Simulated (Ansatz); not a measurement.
System: Ti9Re7.

```cif
data_structure
_symmetry_space_group_name_H-M 'P 1'
_symmetry_Int_Tables_number 1
_cell_length_a 6.2600
_cell_length_b 6.2902
_cell_length_c 6.2836
_cell_angle_alpha 89.999
_cell_angle_beta 90.296
_cell_angle_gamma 90.000
_cell_volume 247.42
loop_
_atom_site_label
_atom_site_type_symbol
_atom_site_fract_x
_atom_site_fract_y
_atom_site_fract_z
_atom_site_occupancy
Ti1 Ti 0.99505 0.00000 0.99515 1
Ti2 Ti 0.99167 0.50000 0.50637 1
Ti3 Ti 0.50566 0.50001 0.99155 1
Ti4 Ti 0.99204 0.00001 0.50364 1
Ti5 Ti 0.50312 0.00000 0.99204 1
Ti6 Ti 0.50757 0.50001 0.50804 1
Ti7 Ti 0.50047 0.00001 0.50174 1
Ti8 Ti 0.24500 0.73181 0.24530 1
Ti9 Ti 0.24500 0.26820 0.24529 1
Re1 Re 0.99709 0.50000 0.99753 1
Re2 Re 0.75104 0.75019 0.75134 1
Re3 Re 0.75104 0.24981 0.75134 1
Re4 Re 0.75168 0.74934 0.24891 1
Re5 Re 0.24808 0.74873 0.75227 1
Re6 Re 0.75170 0.25068 0.24891 1
Re7 Re 0.24808 0.25128 0.75226 1
```

Space group Pm; a generated structure, not necessarily the stable one; computed without spin polarisation.

Theory: DFT PBE, scalar-relativistic, plane waves, PAW (Ansatz).

> What will maps of the valence pseudo-density and electron localisation function show?

Ti–Re (2.63 Å): ρ is about 0.39 e/Å³ halfway; the ELF is about 0.30 at the midpoint.
Re–Re (2.69 Å): ρ at the midpoint is about 0.48 e/Å³; the ELF is about 0.40 at the midpoint.
Ti–Re (2.67 Å): the density is about 0.38 e/Å³ at the midpoint; the ELF is about 0.35 at the midpoint.
Ti–Re (2.71 Å): the density is about 0.34 e/Å³ at the midpoint; the ELF is about 0.30 at the midpoint.

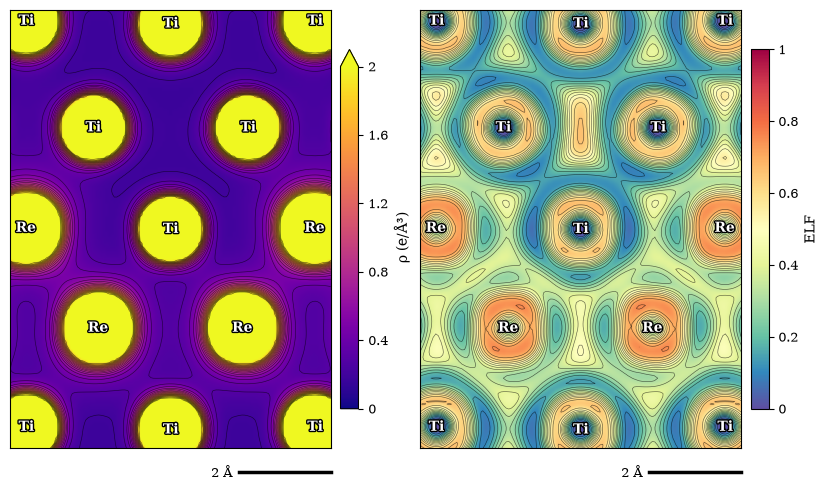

Computed valence pseudo-density and electron localisation function on the (101̄) plane of the conventional cell, in this order. 
